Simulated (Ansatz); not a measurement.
Hypothetical zinc blende PbS: pressure series

Take PbS in the zinc blende structure (space group F-43m, No. 216; a = 6.5430 Å; a hypothetical phase, not in the database extracts checked) as the base.

Cell and atoms are relaxed at each pressure.

All numbers come from PBEsol/PAW in Ansatz (an electronic-structure program), no SOC.

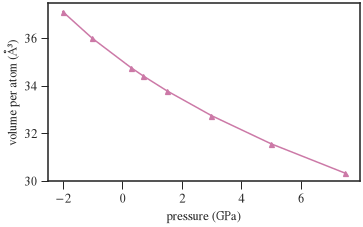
*Volume against pressure*

Q: Estimate the zero-pressure bulk modulus from the plot.

A: About 39 GPa; a third-order Birch–Murnaghan fit to the points gives V₀ = 35.02 Å³/atom, B₀ = 39 GPa and B₀′ = 4.0.

Between the base and pressure 3 GPa the gap moves from 0.63 eV to 0.43 eV, a mean slope of -67 meV/GPa.

Spin-orbit coupling, missing from the scalar runs, can matter with Pb. Load acts through the strain it causes; cell and atoms are relaxed under it. Stability against distortions was not tested. Competing high-pressure phases were not computed. The zero or small gap of PbS under pressure 7.5 GPa can change with the level of theory.
